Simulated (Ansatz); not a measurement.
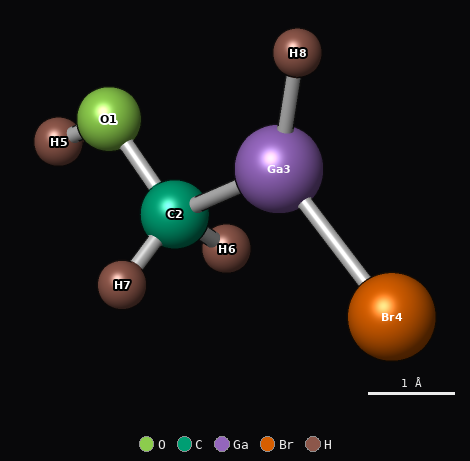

Figure 1. The input geometry of run A (ball-and-stick view, seen at a tilt; atoms are numbered from 1 in the order of the input). Sticks mark near contacts.

**What a change does: single-point calculation on CH4BrGaO**

System: CH4BrGaO.
Method of run A: RKS SPW92 (LDA)/def2-TZVPP (Ansatz 0.2.0).

The geometry comes from this level: PBE0-D4/def2-TZVP. Text and figures count atoms from 1; the logs count them from 0 in places.

### The input, run A
```yaml
crystal:
  periodic: [false, false, false]
  atoms:
    - {symbol: O, position_ang: [0.693780, 1.479876, -0.436651]}
    - {symbol: C, position_ang: [-0.113673, 0.580870, 0.300101]}
    - {symbol: Ga, position_ang: [0.086559, -1.232984, -0.448064]}
    - {symbol: Br, position_ang: [-1.181775, -2.808149, 0.664289]}
    - {symbol: H, position_ang: [0.592993, 2.361684, -0.068656]}
    - {symbol: H, position_ang: [-1.179828, 0.845259, 0.262513]}
    - {symbol: H, position_ang: [0.164094, 0.539831, 1.362717]}
    - {symbol: H, position_ang: [0.937839, -1.766388, -1.636229]}
basis:
  gaussian: {orbitals: def2-TZVPP}
hamiltonian: {xc: lda}
output: {orbitals: {seedname: orbitals}}
```

Launched with:
```bash
ansatz run in.yaml --threads 4 --pin off --events-out ev --progress --plain --max-ram 10444MiB
```

Hardware: 4 threads of Arm Neoverse V1, 23 GiB of memory available, shared host.

### Output (run A)
```
Functional definition: SPW92
  exchange = slater_x
  correlation = pw_c
1311 factors; their error is unknown
mean field evaluation 1: about -125361.4558 eV, gradient 7.7e1 eV
mean field evaluation 2: about -125271.9848 eV, gradient 1.8e2 eV
mean field evaluation 4: about -125371.2997 eV, gradient 1.3e1 eV
mean field evaluation 8: about -125371.7442 eV, gradient 8.2e-2 eV
mean field evaluation 16: about -125371.7011 eV, gradient 3.1e-4 eV
mean field -125371.70107434 eV, -4607.3250344907 hartree, gradient 2.6e-5 eV, S^2 0.000000; 0 other end points of the search recorded, 0 dependent functions left out
reference -125371.70111281 eV, -4607.3250359046 hartree; 42, 42 occupied and 172, 172 virtual orbitals, 1311 factors
Total energy: -125371.70111281 eV, -4607.3250359046 hartree
```

For run B the input was changed thus:
```diff
-hamiltonian: {xc: lda}
+hamiltonian: {xc: hse06, dispersion: d4}
```

How does run B compare with run A?

The total energies belong to different models, so their difference says nothing on which is more stable or more accurate. The HOMO goes from −6.65 to −7.37 eV. The LUMO goes from −2.53 to −1.83 eV.

### Output (run B)
```
Functional definition: HSE06
  parameter a = 0.25
  parameter omega = 0.11/bohr
  exchange = pbe_x - a*pbe_x_sr(omega) + a*exact_x_sr(omega)
  correlation = pbe_c
1393 factors; their error is unknown
98 factors; integrals over basis functions are off by at most 4.3e-7 eV
mean field evaluation 1: about -125550.5951 eV, gradient 5.8e1 eV
mean field evaluation 2: about -125542.0424 eV, gradient 8.8e1 eV
mean field evaluation 4: about -125556.7739 eV, gradient 4.7e0 eV
mean field evaluation 8: about -125557.4339 eV, gradient 5.1e-1 eV
mean field evaluation 16: about -125557.4341 eV, gradient 1.8e-5 eV
mean field -125557.43410249 eV, -4614.1505973809 hartree, gradient 1.8e-5 eV, S^2 0.000000; 0 other end points of the search recorded, 0 dependent functions left out
reference -125557.43414322 eV, -4614.1505988779 hartree; 42, 42 occupied and 172, 172 virtual orbitals, 1393 factors
Total energy: -125557.56530811 eV, -4614.1554190986 hartree
```

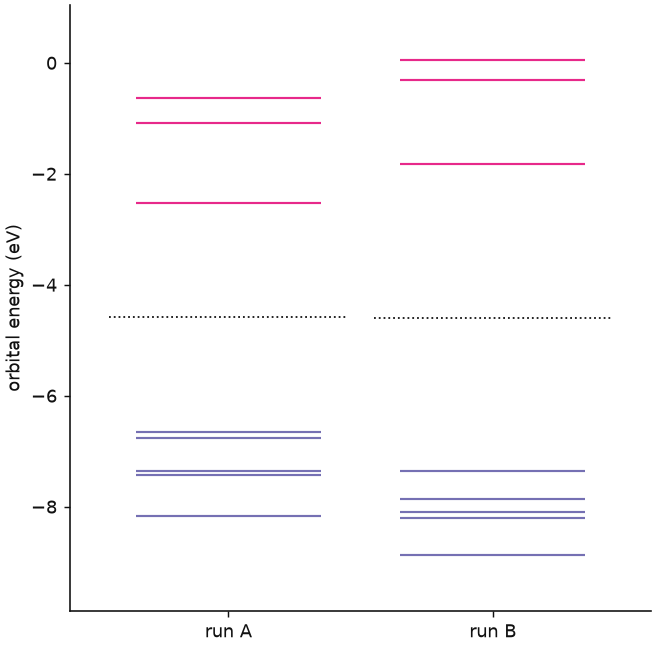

Figure 2. The five highest filled and three lowest empty orbital energies of the two runs; the dotted lines part filled from empty levels. The HOMO–LUMO gap is 4.13 eV in run A and 5.53 eV in run B.

### The two runs side by side

```tsv
quantity	run A	run B
outcome	converged	converged
total energy (hartree)	−4607.325036	−4614.155419
HOMO (eV)	−6.65	−7.37
LUMO (eV)	−2.53	−1.83
basis functions	214	214
wall time (shared host)	1.1 s	3.4 s
```
